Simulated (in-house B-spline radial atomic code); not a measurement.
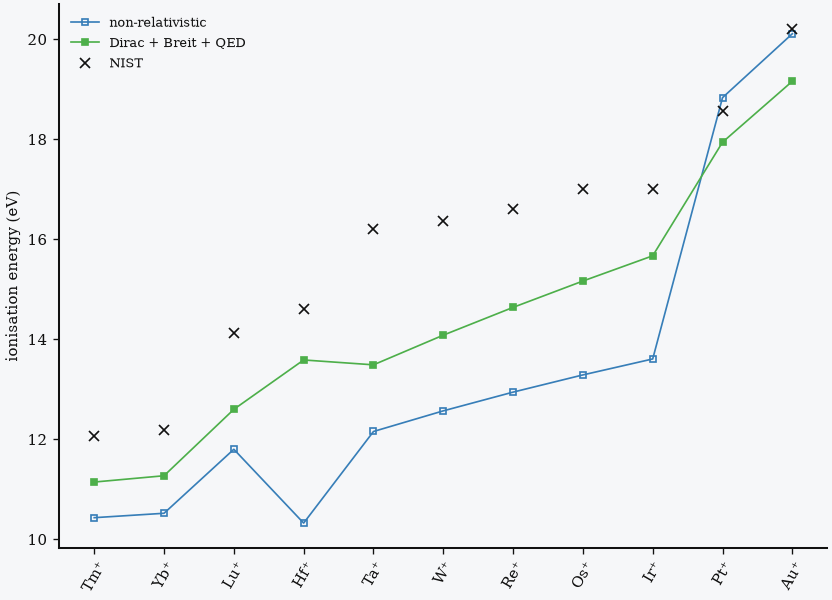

Figure. Ionisation energies with and without relativity, with NIST's values as crosses. System: Tm⁺, Yb⁺, Lu⁺, Hf⁺, Ta⁺, W⁺, Re⁺, Os⁺, Ir⁺, Pt⁺ and Au⁺. Method: Hartree–Fock ΔSCF (computed with a B-spline radial code). Open p, d and f shells are averaged over both j, so the values don't run from ground level to ground level. Some pairs of configurations differ by more than the removed electron.

With relativity the highest value is 19.16 eV (Au⁺) and the lowest 11.14 eV (Tm⁺). Relativity matters most for Hf⁺ ([Xe] 4f14 5d1 6s2 → [Xe] 4f14 5d2), where it raises the value from 10.32 eV to 13.58 eV (NIST 14.61 eV, tabulated theory). Many of NIST's values for such ions are themselves theory.
